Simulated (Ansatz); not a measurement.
# Work function of Ta(110) against the slab's thickness (PBEsol, PAW set soft_1)

How thick must a slab of Ta(110) be for a steady work function?

All values are computed: Ansatz 0.2.0, PBEsol, plane waves, PAW set soft_1, scalar-relativistic unless marked; slabs or sheets with vacuum, the vacuum level from the planar mean of the electrostatic potential. 1×1 cells on a fixed bulk lattice, outer layers relaxed.

| layers | thickness (Å) | work function (eV) |
| --- | --- | --- |
| 4 | 6.7 | 4.87 |
| 5 | ? | ? |
| 6 | 11.3 | 4.81 |
| 7 | 13.7 | 4.83 |
| 8 | 15.9 | 4.82 |
| 10 | 20.6 | 4.83 |

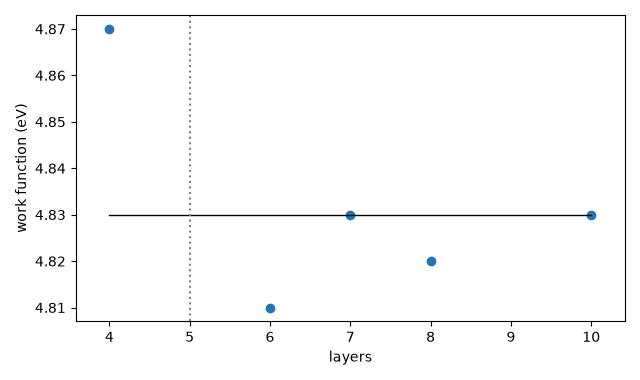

The shown rows (points), the fit (line) and the place of the withheld row (dotted).

**Fit.** The shown values lie within 0.04 eV of their mean, 4.83 eV, with no steady drift. The mean serves as the estimate. Confinement across the slab splits the bands into subbands, and the work function moves a little each time one crosses the Fermi level.

**The withheld row.** The prediction is the mean = 4.83 eV. The run gave thickness 9 Å, work function 4.84 eV. The miss in work function is +0.01 eV, within the scatter of the fitted rows.

The k-mesh adds scatter of its own.
